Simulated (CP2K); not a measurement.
**SiH4S2 (Si(SH)2H2): MNDOD**

Aim: the energy difference between two shapes of SiH4S2 (Si(SH)2H2) at MNDOD, from 2 runs. 

The results are computed with CP2K 2026.2.

1 further run of the same task is left out (set aside as unsound or not needed).

## (1) Starting point

The species is SiH4S2 (7 atoms), meant as a singlet with charge 0. SMILES: `[H][Si]([H])(S)S`. The coordinates come from a GFN2-xTB relaxation. This is one conformer, not always the lowest.

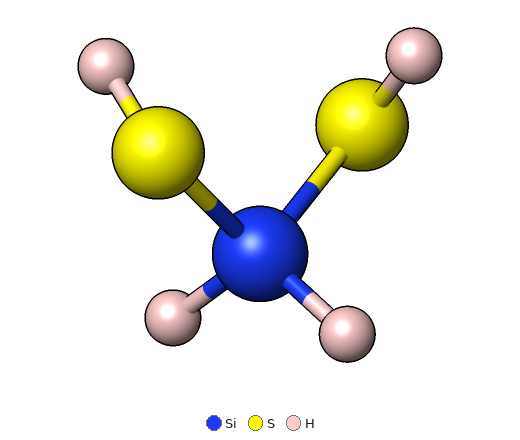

The structure, seen from a chosen angle (silicon blue, sulfur yellow, hydrogen pink).

## (2) Energy and forces at MNDOD

Input file qs.inp:

```
&GLOBAL
  PROJECT_NAME qs
  RUN_TYPE ENERGY_FORCE
  PRINT_LEVEL MEDIUM
&END GLOBAL

&FORCE_EVAL
  METHOD Quickstep
  &DFT
    CHARGE 0
    MULTIPLICITY 1
    &QS
      METHOD MNDOD
      EPS_DEFAULT 1.0E-10
      &SE
        &COULOMB
          CUTOFF [angstrom] 50
          RC_RANGE [angstrom] 0
        &END COULOMB
        &EXCHANGE
          CUTOFF [angstrom] 50
          RC_RANGE [angstrom] 0
        &END EXCHANGE
      &END SE
    &END QS
    ! isolated system
    &POISSON
      PERIODIC NONE
      POISSON_SOLVER ANALYTIC
    &END POISSON
    &SCF
      SCF_GUESS ATOMIC
      EPS_SCF 1.0E-06
      MAX_SCF 40
      &OT ON
        MINIMIZER DIIS
        PRECONDITIONER FULL_SINGLE_INVERSE
      &END OT
      &OUTER_SCF
        EPS_SCF 1.0E-06
        MAX_SCF 5
      &END OUTER_SCF
    &END SCF
    &PRINT
      &MOMENTS
        PERIODIC F
        REFERENCE COM
        MAX_MOMENT 1
      &END MOMENTS
      &MO_CUBES
        NLUMO 5
        NHOMO -1
        WRITE_CUBE F
      &END MO_CUBES
      &HIRSHFELD OFF
      &END HIRSHFELD
    &END PRINT
  &END DFT
  &SUBSYS
    &CELL
      ABC [angstrom] 15.2 14.5 15.1
      PERIODIC NONE
    &END CELL
    &COORD
      SCALED T
      Si   0.44259474   0.49891828   0.44797417
      S    0.44127237   0.49844793   0.59027219
      H    0.50093158   0.56404172   0.60178146
      S    0.57505855   0.49594724   0.39821854
      H    0.60400658   0.42819345   0.44944305
      H    0.40697697   0.58455690   0.41395099
      H    0.39599342   0.41544310   0.42389603
    &END COORD
  &END SUBSYS
  ! extra output
  &PRINT
    &FORCES ON
    &END FORCES
  &END PRINT
&END FORCE_EVAL
```

The run is started by

```sh
$ OMP_NUM_THREADS=1 cp2k.psmp -i qs.inp > qs.out 2>&1
```

The log of the run:

```text
CP2K| version string:                                       CP2K version 2026.2
[...]
 GLOBAL| Method name                                                        CP2K
[...]
 GLOBAL| Run type                                                   ENERGY_FORCE
[...]
                             - Atoms:                                          7
[...]
                             - Spherical basis functions:                     31
[...]
 Number of electrons:                                                         20
[...]
     1 OT DIIS     0.80E-01    0.0     0.16053940       -16.5000770607 -1.65E+01
[...]
     9 OT DIIS     0.80E-01    0.0     0.00000055       -19.1681792115 -2.21E-10
  *** SCF run converged in     9 steps ***
  Core-core repulsion energy [eV]:                            827.21813234273225
  Core Hamiltonian energy [eV]:                              -824.89313651857515
  Two-electron integral energy [eV]:                        -1047.83535636097031
  Electronic energy [eV]:                                   -1348.81081469906030
  Total energy [eV]:                                         -521.59268235632794
  Atomic reference energy [eV]:                               520.29074509312591
  Heat of formation [kcal/mol]:                               -30.02338891094962
[...]
 SE_DIPOLE| Moment [Debye]         -0.67444765       0.01488954      -0.47971614
 SE_DIPOLE| Derivative [a.u.]       0.00000000       0.00000000       0.00000000
 *** WARNING in qs_scf_post_se.F:140 :: Printing of MO cube files not ***
 *** implemented for Semi-Empirical method.                           ***
 ENERGY| Total FORCE_EVAL ( QS ) energy [hartree]            -19.168179211543894
 FORCES| Atomic forces [hartree/bohr]
 FORCES|   Atom     x               y               z               |f|
 FORCES|      1  1.18407864E-02 -2.85667139E-04  8.06932320E-03   1.43317761E-02
 FORCES|      2 -4.22720327E-03 -4.34399093E-03 -2.89790978E-02   2.96062090E-02
 FORCES|      3  7.01915306E-03  9.34661493E-03  1.00843693E-02   1.54376885E-02
 FORCES|      4 -2.87162886E-02  5.16077002E-03  6.07360514E-03   2.98018029E-02
 FORCES|      5  1.15835884E-02 -9.81270964E-03  2.96383446E-03   1.54678087E-02
 FORCES|      6 -1.50911745E-04 -1.26947075E-02  2.42796385E-03   1.29256869E-02
 FORCES|      7  2.65087568E-03  1.26296903E-02 -6.39998213E-04   1.29207514E-02
 FORCES| Sum    -5.55111512E-17  1.11022302E-16  6.66133815E-16
 FORCES| Total atomic force                                       6.77599955E-16
[...]
```

Run time: 0.5 s. Hardware: 1 thread of Arm Neoverse V2, shared host.

## (3) The distorted shape

Input file qs.inp:

```
&FORCE_EVAL
 METHOD Quickstep
 &DFT
  &QS
   METHOD MNDOD
   EPS_DEFAULT 1.0E-10
   &SE
    &COULOMB
     CUTOFF [angstrom] 50
     RC_RANGE [angstrom] 0
    &END COULOMB
    &EXCHANGE
     CUTOFF [angstrom] 50
     RC_RANGE [angstrom] 0
    &END EXCHANGE
   &END SE
  &END QS
  ! cluster boundary conditions
  &POISSON
   PERIODIC NONE
   POISSON_SOLVER ANALYTIC
  &END POISSON
  ! SCF settings
  &SCF
   SCF_GUESS ATOMIC
   EPS_SCF 1.0E-06
   MAX_SCF 40
   &OT
    MINIMIZER DIIS
    PRECONDITIONER FULL_SINGLE_INVERSE
   &END OT
   &OUTER_SCF
    EPS_SCF 1.0E-06
    MAX_SCF 5
   &END OUTER_SCF
  &END SCF
  &PRINT
   &MOMENTS
    PERIODIC F
    REFERENCE COM
    MAX_MOMENT 1
   &END MOMENTS
   &MO_CUBES
    NLUMO 5
    NHOMO -1
    WRITE_CUBE F
   &END MO_CUBES
   &HIRSHFELD OFF
   &END HIRSHFELD
  &END PRINT
 &END DFT
 ! atoms, cell and kinds
 &SUBSYS
  &CELL
   ABC 15.1 14.5 15.1
   PERIODIC NONE
  &END CELL
  &COORD
   SCALED T
   Si   0.44147447   0.49850486   0.44821911
   S    0.44166089   0.49687286   0.59301811
   H    0.50243116   0.56322714   0.60162474
   S    0.57615798   0.49546279   0.39837526
   H    0.60344533   0.42644369   0.44902858
   H    0.40642851   0.58510217   0.41253480
   H    0.39655467   0.41489783   0.42449421
  &END COORD
 &END SUBSYS
 ! extra output
 &PRINT
  &FORCES ON
  &END FORCES
 &END PRINT
&END FORCE_EVAL

&GLOBAL
 PROJECT qs
 RUN_TYPE ENERGY_FORCE
 PRINT_LEVEL MEDIUM
&END GLOBAL
```

The run is started by

```sh
$ OMP_NUM_THREADS=1 cp2k.psmp -i qs.inp > qs.out 2>&1
```

The log of the run:

```text
CP2K| version string:                                       CP2K version 2026.2
[...]
 GLOBAL| Method name                                                        CP2K
[...]
 GLOBAL| Run type                                                   ENERGY_FORCE
[...]
                             - Atoms:                                          7
[...]
                             - Spherical basis functions:                     31
[...]
 Number of electrons:                                                         20
[...]
     1 OT DIIS     0.80E-01    0.0     0.15931215       -16.5186167531 -1.65E+01
[...]
     9 OT DIIS     0.80E-01    0.0     0.00000090       -19.1640182342 -5.38E-10
  *** SCF run converged in     9 steps ***
  Core-core repulsion energy [eV]:                            821.55384296723275
  Core Hamiltonian energy [eV]:                              -824.48733821887595
  Two-electron integral energy [eV]:                        -1037.09192230574126
  Electronic energy [eV]:                                   -1343.03329937174658
  Total energy [eV]:                                         -521.47945640451383
  Atomic reference energy [eV]:                               520.29074509312591
  Heat of formation [kcal/mol]:                               -27.41233622645303
[...]
 SE_DIPOLE| Moment [Debye]         -0.47392729       0.01759882      -0.37256717
 SE_DIPOLE| Derivative [a.u.]       0.00000000       0.00000000       0.00000000
 *** WARNING in qs_scf_post_se.F:140 :: Printing of MO cube files not ***
 *** implemented for Semi-Empirical method.                           ***
 ENERGY| Total FORCE_EVAL ( QS ) energy [hartree]            -19.164018234212033
 FORCES| Atomic forces [hartree/bohr]
 FORCES|   Atom     x               y               z               |f|
 FORCES|      1  1.98882719E-02  6.57144692E-03  1.48375147E-02   2.56686407E-02
 FORCES|      2 -3.48368458E-04  2.04563841E-03 -4.12081365E-02   4.12603504E-02
 FORCES|      3  2.84624114E-03  4.69466135E-03  9.92866234E-03   1.13454515E-02
 FORCES|      4 -3.45824891E-02  5.46945873E-03  8.80871117E-03   3.61034198E-02
 FORCES|      5  1.19176470E-02 -1.01617366E-02  2.87685193E-03   1.59238022E-02
 FORCES|      6  9.46481027E-04 -1.80819590E-02  6.61618311E-03   1.92776281E-02
 FORCES|      7 -6.67783463E-04  9.46249014E-03 -1.85978673E-03   9.66661580E-03
 FORCES| Sum    -1.38777878E-16  1.11022302E-16  5.13478149E-16
 FORCES| Total atomic force                                       5.43364574E-16
[...]
```

Wall time 0.5 s (1 thread of Arm Neoverse V2, shared host).

## (4) What came out

Level: MNDOD.

| quantity | value |
| --- | --- |
| first shape: total energy | -19.16818 Eh |
| first shape: dipole moment | 0.83 D |
| first shape: heat of formation at this unrelaxed shape | -30.0 kcal/mol |
| first shape: largest force on an atom | 1.532 eV/Å |
| distorted shape: total energy | -19.16402 Eh |
| distorted shape: dipole moment | 0.60 D |
| distorted shape: heat of formation at this unrelaxed shape | -27.4 kcal/mol |
| distorted shape: largest force on an atom | 2.122 eV/Å |
| energy change with the atoms displaced | 0.113 eV |

With the atoms displaced the energy rises by 0.11 eV (10.9 kJ/mol). The first shape isn't relaxed at this level, so the change isn't measured from a minimum. The largest force (first shape) is 1.53 eV/Å: the shape isn't a stationary point for this species at this level.
